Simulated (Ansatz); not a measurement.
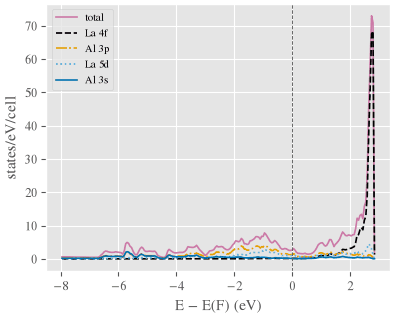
Total and projected density of states of LaAl3 in space group P6_3/mmc (No. 194; La on 2c, Al on 6h), r²SCAN in the plane-wave PAW code Ansatz

### Question
Which orbitals carry the states next to the Fermi level?

### Answer
Within 0.5 eV of the Fermi level: Al 3p 49 %, La 5d 36 %, Al 3s 6 %, La 4f 5 %. Projections are on Löwdin-orthogonalised atomic valence shells; empty p or d shells of many metals are not among them.

### Question
Where is the tallest occupied peak in this window, and what makes it?

### Answer
Near -0.9 eV, about 7.8 states/eV per cell; the largest projected share is Al 3p.

The workflow started from a Materials Project entry (that database holds measured and hypothetical structures alike); the Crystallography Open Database copy checked does not list it. Its standing as an ambient phase is unchecked. The cell was relaxed with r²SCAN under the symmetry of its start; whether a distortion lowers the energy is not shown. Spin–orbit coupling is left out wherever it is not named.

Potentials: the later of the program's two PAW sets.
